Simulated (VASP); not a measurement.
Band structure of Sb2Os (space group Pnnm). Method: r2SCAN meta-GGA with spin-orbit coupling, VASP's PBE PAW potentials (set 64) (plane waves; VASP).

The path is coarsely sampled, so an indirect gap can come out somewhat too large.

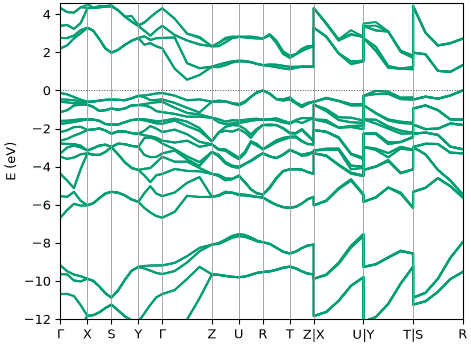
Figure. Bands along high-symmetry lines, zero at the valence-band maximum or, without a gap, the Fermi level

Problem. Read the plot: is there a gap, and where are the band edges?

Solution. The gap is indirect, 0.56 eV, from the valence maximum at R to the conduction minimum at Γ-Z at 0.50.

The structure comes from a computed database's Sb2Os entry (Pnnm); how it stands against other phases isn't given here. It was relaxed first.
